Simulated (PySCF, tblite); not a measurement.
# C₆H₈Cl₂SSi: geometry, infrared bands and NMR shifts

Wanted: the infrared bands and NMR shifts of C₆H₈Cl₂SSi (`C#C[SiH2]/C(=C\SC)C(Cl)Cl`), by calculation.

Computed with tblite 0.8.0 and PySCF 2.14.0, with density-fitted response routines of our own, on a single molecule in the gas phase. Atoms count from 0, in the outputs and in this text.

### Step 1. Starting geometry

18 atoms, charge 0, multiplicity 1; geometry from: force field or distance geometry start.

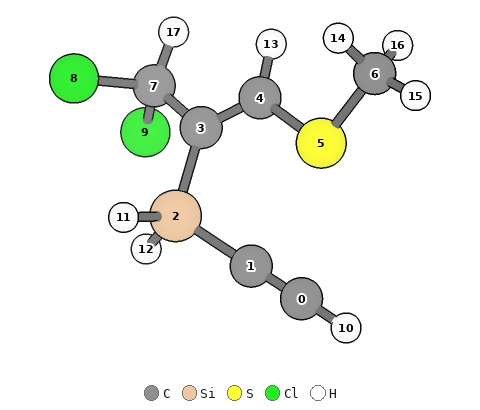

As it starts; carbon grey, silicon light orange, sulfur yellow, chlorine green, hydrogen white, atoms numbered; sticks join atoms by distance.

### Step 2. Optimising the geometry with GFN2-xTB

What the job is given:

```
{"job": {"kind": "relax", "xc": "GFN2-xTB", "basis": "xTB"}, "charge": 0, "multiplicity": 1}
C     -1.716000    -2.652300    -1.017800
C     -1.824000    -1.511400    -0.621900
Si    -1.958500     0.178000     0.028100
C     -0.397700     1.101900    -0.249400
C      0.775900     0.494500    -0.429000
S      0.923000    -1.307600    -0.460200
C      2.708500    -1.621700    -0.154600
C     -0.412600     2.588700    -0.236400
Cl    -1.020800     3.065600     1.366800
Cl    -1.487100     3.100400    -1.550800
H     -1.626600    -3.663900    -1.371500
H     -2.363400     0.122000     1.442300
H     -3.003000     0.894800    -0.773100
H      1.668600     1.132900    -0.589400
H      2.946600    -1.132300     0.799100
H      2.924800    -2.707100    -0.181500
H      3.245900    -1.087400    -0.957500
H      0.607700     3.011200    -0.319600
```

Run with:

```
> OMP_NUM_THREADS=1 python probes_run.py task.json out
```

The driver reads the jobs from task.json and runs them one after another.

**Question.** This job is followed by: GFN2-xTB harmonic vibrations, gas phase; GIAO PBE0/pcSseg-1 NMR shielding, non-relativistic, gas phase. What will the session give for the following? strongest single infrared mode (GFN2-xTB); zero-point energy (GFN2-xTB); 13C shifts against TMS (PBE0/pcSseg-1); 1H shifts against TMS (PBE0/pcSseg-1, means over atoms taken as alike); 29Si shifts against TMS (PBE0/pcSseg-1); 33S shifts against CS2 (PBE0/pcSseg-1); 35Cl shifts against HCl (PBE0/pcSseg-1, means over atoms taken as alike).

The runs gave:

| quantity | value |
| --- | --- |
| strongest single infrared mode (GFN2-xTB) | 729 cm⁻¹, 324 km/mol |
| zero-point energy (GFN2-xTB) | 70.9 kcal/mol |
| 13C shifts against TMS (PBE0/pcSseg-1) | 154.1, 136.9, 103.8, 90.7, 86.0, 22.3 ppm |
| 1H shifts against TMS (PBE0/pcSseg-1, means over atoms taken as alike) | 6.71, 6.26, 4.95, 2.36, 1.88 ppm |
| 29Si shifts against TMS (PBE0/pcSseg-1) | -82.0 ppm |
| 33S shifts against CS2 (PBE0/pcSseg-1) | 19 ppm |
| 35Cl shifts against HCl (PBE0/pcSseg-1, means over atoms taken as alike) | 331 ppm |

In words: The optimisation took 218 steps and gained 0.566 eV; among the close pairs (by a distance rule), C4–S5 changed most, from 1.808 to 1.741 Å. All 48 modes are real, so the xTB geometry is a minimum. GFN2-xTB is a fitted tight-binding method: band positions and strengths are rough. Its intensities can rank the bands wrongly. C7 stands next to heavy halogen, whose spin-orbit shielding this run leaves out, so the computed shift lies too far downfield, most of all for carbon beside Br or I. H13 (hydrogen on an alkene CH) lies farthest downfield among hydrogen, at 6.71 ppm; attached to an sp2 carbon and in the plane of the double bond. At PBE0/pcSseg-1: Shielding is most anisotropic at Cl8, Cl9 (span 680 ppm, paramagnetic term -527 ppm).
